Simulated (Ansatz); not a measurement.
**COS: density, localisation and related maps**

```
atom    x (Å)    y (Å)   z (Å)
   O   0.6091   0.1296  0.5914
   C  -0.1337   0.0187  1.4691
   S  -1.1304  -0.1299  2.6511
```

Geometry: PBE0-D4/def2-TZVP.

All numbers below come from Ansatz 0.2.0, RKS PBE0-D4/def2-TZVPPD.

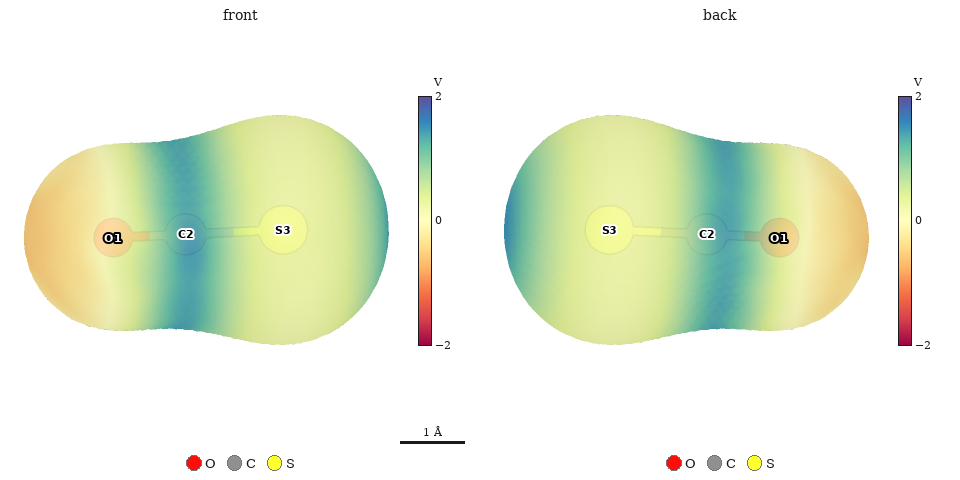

Figure 1. The electrostatic potential painted on the density surface at 0.004 e/bohr³, seen from the front and from behind; the colour scale runs from red (negative) to blue (positive).

Q: Which sites attract a positive test charge, and which a negative one?

A: A positive charge is drawn to the negative regions and a negative charge to the positive ones. The most negative region (about −0.6 V) lies over O1, the most positive (about +1.5 V) over C2 and S3.

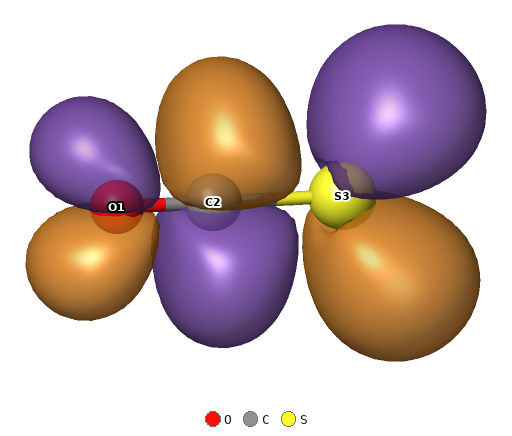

Figure 2. The LUMO at ±0.08 Å⁻³ᐟ² (orange and purple are the two phases), seen from one side.

Q: What is the character of this orbital?

A: Its weight (Hirshfeld) is mainly on S3 (about 40 %), C2 (about 35 %) and O1 (about 25 %); π-antibonding (π*) across S3–C2. It is one of a degenerate set, so its orientation is arbitrary. Its energy is −0.94 eV.
